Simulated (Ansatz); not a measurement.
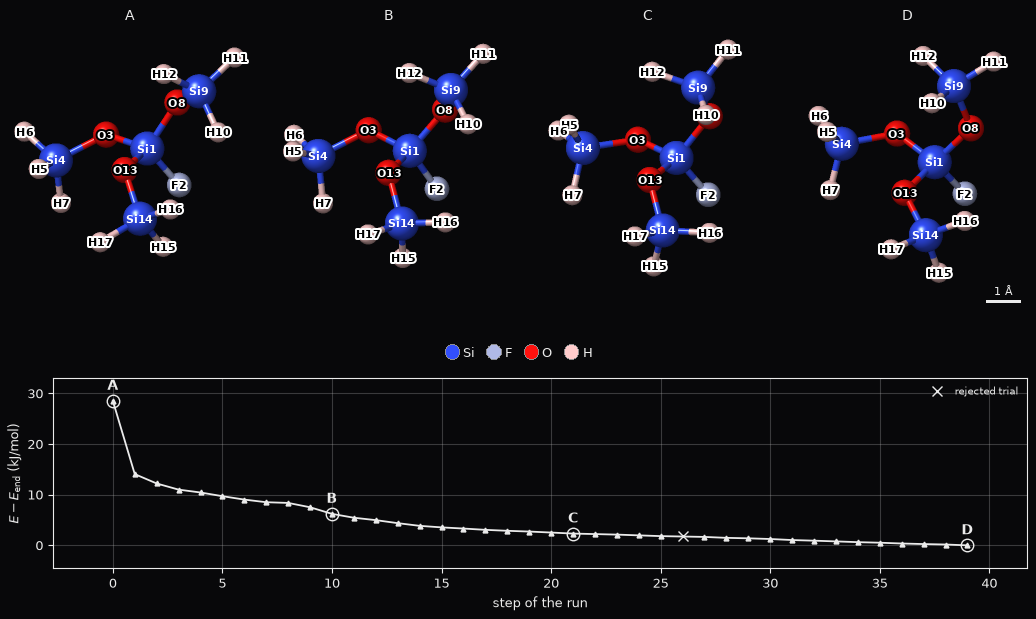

Frames of a relaxation of Si₄H₉O₃F, marked on the history of the run. A ball-and-stick model, seen from a free direction.

The run prepares the start of a later molecular dynamics calculation, from a guessed geometry.

The calculation used Ansatz, RKS CAM-B3LYP-D4/STO-3G. (no spin polarisation; force threshold 0.02 eV/Å; at most 40 steps)

Question: Describe the path.

Answer: The relaxation stopped without meeting its thresholds, so the last structure isn't shown to be converged. It used up its limit of 40 steps. The energy falls by 28.5 kJ/mol in 38 accepted moves (39 points after the start). Largest force component: 2.1 eV/Å at the start, 0.041 eV/Å at the end. The line search rejected the trial step at point 26 of the run. The atom that moves furthest after the best rigid fit is H10 (2.11 Å). By element the largest moves are H 2.11 Å, O 0.96 Å, Si 0.73 Å, F 0.50 Å. Near-neighbour distances that change, for instance: Si1–F2 1.590 → 1.616 Å, Si1–O8 1.679 → 1.653 Å, Si1–O13 1.679 → 1.658 Å, Si14–H15 1.460 → 1.445 Å. Bond angles that change, for instance: Si1–O3–Si4 125.0° → 119.7°, O3–Si1–O13 109.5° → 104.7°, F2–Si1–O8 109.5° → 105.1°. Groups turn about Si1–O8 by about 90°, O13–Si14 by about 45°, Si1–O13 by about 40°. From step 0 to 10: H16 moves most (0.85 Å), energy −22.3 kJ/mol. From step 10 to 21: H5 moves most (0.95 Å), energy −3.89 kJ/mol. From step 21 to 39: H12 moves most (1.04 Å), energy −2.32 kJ/mol.

```
step  E − E(0), kJ/mol  largest force component, eV/Å  note
   0              0.00                         2.1181      
   1            -14.47                         1.0303      
   2            -16.32                         0.2751      
   3            -17.53                         0.0834      
   4            -18.10                         0.2319      
   5            -18.83                         0.1386      
   6            -19.50                         0.1052      
   7            -20.02                         0.1042      
   8            -20.16                         0.3091      
   9            -21.02                         0.1399      
  10            -22.32                         0.0322      
  12            -23.56                         0.1671      
  13            -24.16                         0.1211      
  15            -24.99                         0.1247      
  16            -25.22                         0.1184      
  18            -25.67                         0.1281      
  19            -25.81                         0.1665      
  21            -26.22                         0.1298      
  22            -26.31                         0.1181      
  24            -26.57                         0.0463      
  25            -26.71                         0.0507      
  27            -26.88                         0.0487      
  28            -27.06                         0.0948      
  30            -27.29                         0.1050      
  31            -27.49                         0.0732      
  33            -27.76                         0.0810      
  34            -27.91                         0.1019      
  36            -28.18                         0.0625      
  37            -28.28                         0.0855      
  39            -28.54                         0.0414
```

Limits of the set-up: STO-3G is a minimal basis, so the numbers are rough.
